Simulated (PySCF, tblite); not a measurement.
# C₆H₁₂N radical: geometry, infrared bands and EPR parameters

Wanted: the infrared bands and EPR parameters of C₆H₁₂N radical (`CCN1[CH]C[C@@H]1C`), by calculation.

Computed with tblite 0.8.0 and PySCF 2.14.0, with density-fitted response routines of our own, on a single molecule in the gas phase. Atoms are numbered from 0 throughout.

### 1 Starting geometry

19 atoms, charge 0, multiplicity 2; geometry from: force field or distance geometry start.

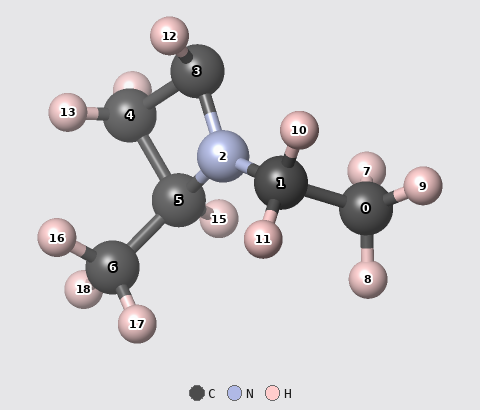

As it starts; carbon dark grey, nitrogen light blue, hydrogen pink, atoms numbered; sticks join atoms by distance.

### 2 Relaxing the molecule with GFN2-xTB

What the job is given:

```
{"job": {"kind": "relax", "xc": "GFN2-xTB", "basis": "xTB"}, "charge": 0, "multiplicity": 2}
C      2.318800    -0.675300     0.032900
C      1.337000     0.270300     0.753100
N      0.252400     0.465000    -0.014900
C     -0.083500     1.580600    -0.814600
C     -1.426500     0.855900    -1.035700
C     -0.778700    -0.380700    -0.404700
C     -1.750800    -0.915200     0.601600
H      2.099100    -0.553800    -1.040700
H      2.182800    -1.710400     0.400200
H      3.370400    -0.334200     0.176000
H      1.913500     1.207500     0.920700
H      1.187900    -0.165400     1.783600
H     -0.167600     2.513400    -0.235600
H     -2.161600     1.336000    -0.390600
H     -1.664100     0.765400    -2.099500
H     -0.486800    -1.127100    -1.147600
H     -2.333700    -0.069300     1.080300
H     -1.315600    -1.553000     1.385800
H     -2.502800    -1.500600     0.042300
```

Launch:

```console
OMP_NUM_THREADS=1 python probes_run.py task.json out
```

One launch serves the whole session: the jobs run in the order shown.

**Question.** This job is followed by: GFN2-xTB harmonic vibrations, gas phase; UKS B3LYP, pcH-1 on C H N, non-relativistic, mean-field spin-orbit, GIAO. Predict these results of the whole session: strongest single infrared mode (GFN2-xTB); zero-point energy (GFN2-xTB); g(iso) (B3LYP); ⟨S²⟩; largest a(iso) (averaged by class); potential on the surface of density 0.002 e/bohr³, 1st and 99th percentile.

The runs gave:

```
                                                                  quantity                 value
                                 strongest single infrared mode (GFN2-xTB)  3080 cm⁻¹, 88 km/mol
                                              zero-point energy (GFN2-xTB)        104.8 kcal/mol
                                                            g(iso) (B3LYP)               2.00291
                                                                      ⟨S²⟩    0.754 (exact 0.75)
                                        largest a(iso) (averaged by class)  13C on C3, 146.5 MHz
potential on the surface of density 0.002 e/bohr³, 1st and 99th percentile    -0.98 V and 0.64 V
```

Over 125 steps the energy fell by 1.027 eV; of the close pairs, C1–N2 changed most, 1.343 to 1.433 Å. No mode is imaginary among the 51: a minimum at this level. The strongest single mode, at 3080 cm⁻¹, moves mainly H12. GFN2-xTB is a fitted tight-binding method: band positions and strengths are rough. Its intensities can rank the bands wrongly. Most of the unpaired spin sits on C3 (0.79 e). The isotropic g lies 0.6 ppt above the free-electron value. These values are for one conformer; the search (at its own cheap level) found 1 more, at 0.76 kcal/mol, and measured spectra average over such forms.
